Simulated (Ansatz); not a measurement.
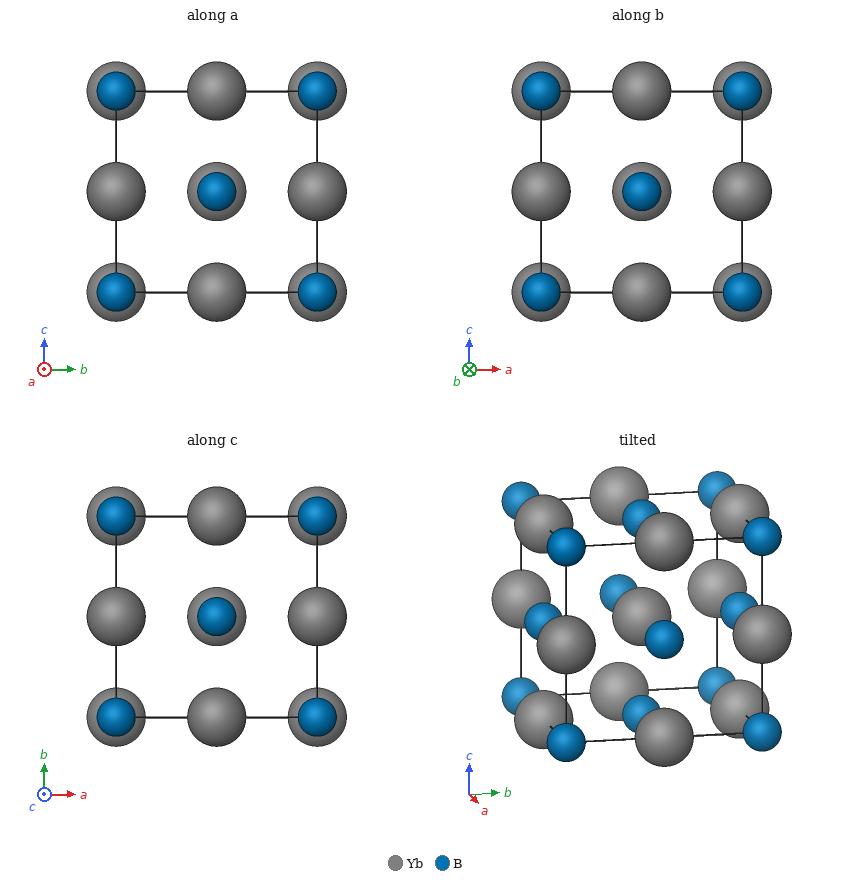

Shown here is a spheres-only view of the crystal, taken along the a axis, along the b axis, along the c axis and slightly off an axis. One conventional unit cell is framed, with atoms on its boundary repeated.

Lattice parameters: a = 5.262 Å, b = 5.262 Å, c = 5.262 Å, α = 90.00°, β = 90.00°, γ = 90.00°.

Q: Reconstruct the structure as a table of Wyckoff sites.

A: Space group Fm-3m (No. 225).
| atom | site | x | y | z |
| --- | --- | --- | --- | --- |
| Yb | 4b | 0.5000 | 0.0000 | 0.0000 |
| B | 4a | 0.0000 | 0.0000 | 0.0000 |

Its origin is a structure type filled with these elements by a generator (whether the compound takes this form wasn't checked). Earlier steps of the study, as a rule a relaxation of our own, may have changed the cell and positions, so they can lie some per cent off the listed ones. An electronic-structure calculation with Ansatz was run on it.
